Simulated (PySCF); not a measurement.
SMILES O[SiH2][SiH3], singlet at its PBE0/def2-SVP optimised geometry (Å):

```
9

O      1.7999    -1.1031     0.0000
Si     0.1269    -1.1031     0.0000
Si    -0.7316     1.0879     0.0000
H      2.2281    -0.6380    -0.7245
H     -0.4333    -1.8370    -1.1827
H     -0.2816    -1.8225     1.2392
H     -2.2281     1.0671    -0.0363
H     -0.2435     1.8309    -1.2062
H     -0.2883     1.8370     1.2165
```

Method: PySCF with PBE0/def2-TZVP.

Map of the Laplacian of the electron density (e/bohr⁵), clipped to [-1.50, 1.50] on the plane z = 0.6 Å:

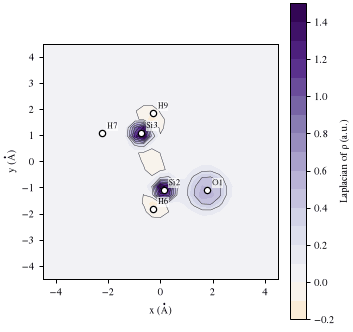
Figure. Laplacian of the electron density (e/bohr⁵), clipped to [-1.50, 1.50] on the plane z = 0.6 Å.
